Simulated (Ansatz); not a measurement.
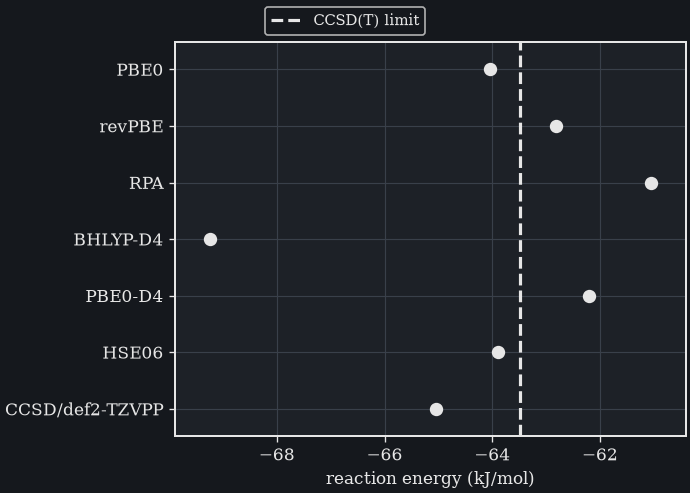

Electronic reaction energy of ZrH₂S₂Cl₂ ([SH][Zr]([SH])([Cl])[Cl]) + HCl (Cl) → ZrHSCl₃ ([SH][Zr]([Cl])([Cl])[Cl]) + H₂S (S) (SMILES in brackets) at several levels (functionals in def2-TZVPP unless a basis is named), isolated molecules at PBE0-D4 triple-zeta geometries, minima by their frequencies, no zero-point or thermal terms, the Ansatz code 0.2.0. The line is frozen-core CCSD(T) at the basis limit (MP2 extrapolated from triple and quadruple zeta, plus CCSD(T) less MP2 in a smaller set). RPA holds a correlation term that converges slowly with the basis, so part of the distance to the limit is basis error. No dispersion term is added to PBE0, revPBE and HSE06. The distance of CCSD/def2-TZVPP to the limit includes basis error. Core potentials past Kr.

Q: What do zero-point energy and temperature add?

A: Zero-point change 2.1 kJ/mol; at 298.15 K and 1 bar the CCSD(T) limit plus thermal terms gives an enthalpy of reaction of −62.3 and a free energy of −64.2 kJ/mol (harmonic PBE0-D4 modes, ideal gas).

Q: Which level comes closest to the line (CCSD(T) limit), and which misses most?

A: Closest HSE06 (−63.9 kJ/mol), against −63.5 kJ/mol; farthest BHLYP-D4 (−69.2 kJ/mol).

Note: outer-core shells are correlated without core-valence functions, which makes the correlated values less sure.
